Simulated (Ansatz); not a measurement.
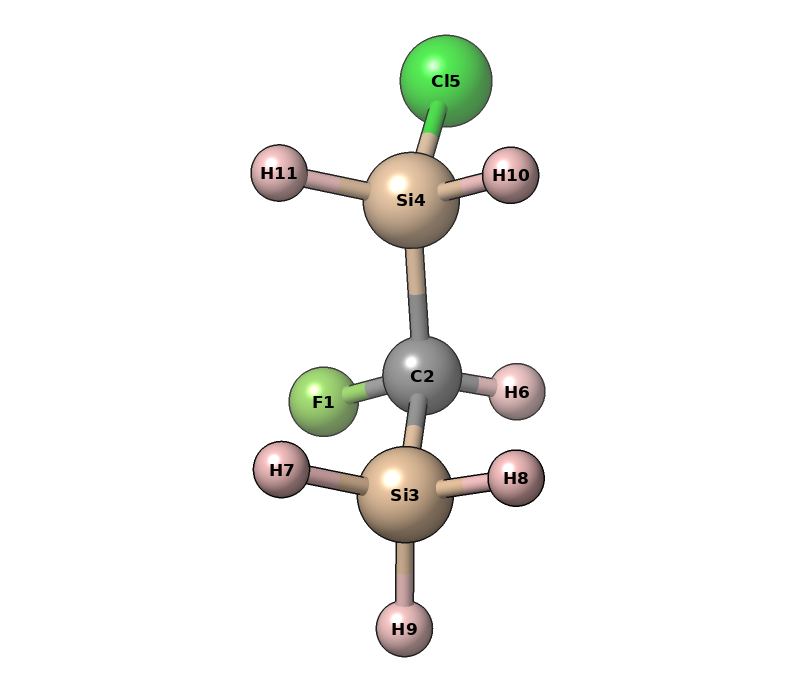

Distant atoms are faded towards the background colour. The computed structure is the end point of a PBE-D4/def2-SVP optimisation. No frequency run is at hand to confirm it as a minimum.

> Which atoms or bonds are stereogenic?

Centres: C2.

> Give the R/S and E/Z labels.

C2: R (priorities Si4 > Si3 > F1 > H6).

> Give a SMILES with the stereochemistry.

F[C@H]([SiH3])[SiH2]Cl
